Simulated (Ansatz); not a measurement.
The reference is NaF in the rock salt structure (space group Fm-3m, No. 225; a = 4.6291 Å).

Now apply this change: an isotropic linear strain of −1.50 %; the atoms relax in the strained cell.

The values are results of Ansatz (a program for electronic structure), PBEsol, PAW, cutoff 420 eV, no spin-orbit coupling, not measurements.

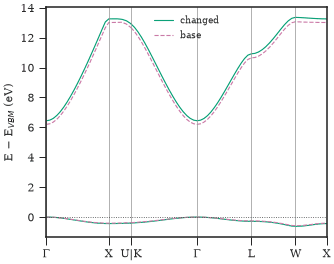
Figure: Highest valence and lowest conduction band along the path, each from its own valence-band maximum

Question: From the figure, how large is the changed gap, and is it direct?

Answer: About 6.4 eV, direct at Γ.

Whether these cells are dynamically stable was not tested.
